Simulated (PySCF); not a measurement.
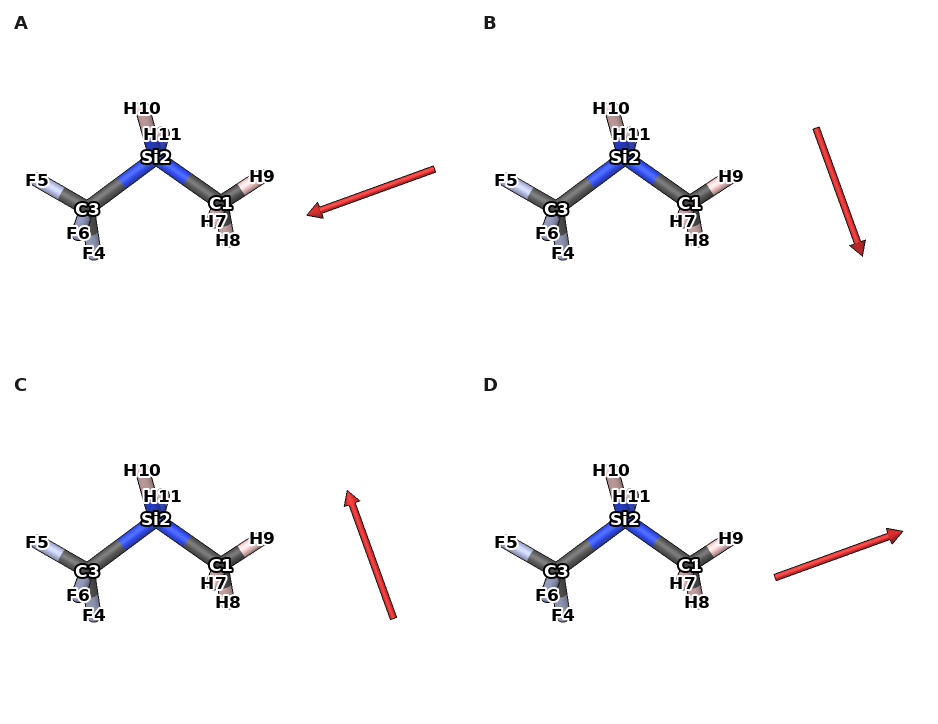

The same molecule four times, each with an arrow. The geometry was computed by an optimisation with PBE0-D3(BJ)/def2-SVP. No frequency run is at hand to confirm it as a minimum. Properties computed with ωB97X-D/def2-SVPD in methanol (IEF-PCM) (PySCF 2.14.0).

**Which arrow points along the dipole moment, from the negative to the positive end?**

D. The dipole moment is 3.23 D; it points from the side of F5 to the side of H9 (the outermost atoms at the two ends).
